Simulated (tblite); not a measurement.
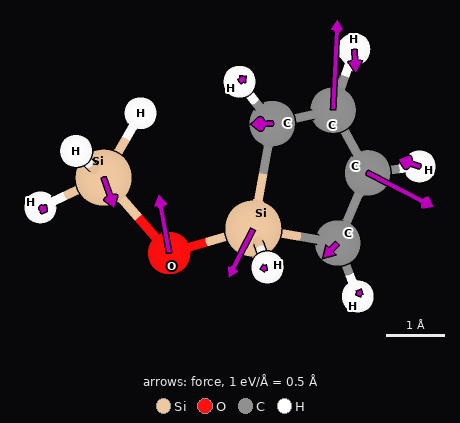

Starting geometry of C4H8OSi2 with the computed forces as purple arrows. Style: ball-and-stick. Shown face on.

Level of theory: tblite, GFN2-xTB geometry optimisation, gas phase. 

**Is this structure relaxed? If not, where do the atoms go?**

It isn't relaxed: the largest force vector, on C atoms, is 3.25 eV/Å. The final displacements have little in common with the starting forces (cosine between the two patterns 0.16). An H atom moves most after the best rigid fit: 0.96 Å. By element the largest moves are H 0.96 Å, O 0.80 Å, C 0.57 Å, Si 0.47 Å. Among the contacts that change: Si–Si 2.860 → 3.208 Å, O–Si 1.729 → 1.620 Å, C–C 1.399 → 1.460 Å, O–Si 1.675 → 1.620 Å. Among the angles between lasting bonds that change: Si–O–Si 114.3° → 164.0°, O–Si–H 113.9° → 104.9°, O–Si–H 112.2° → 105.8°. The energy falls by 0.686 eV in 71 geometry steps.
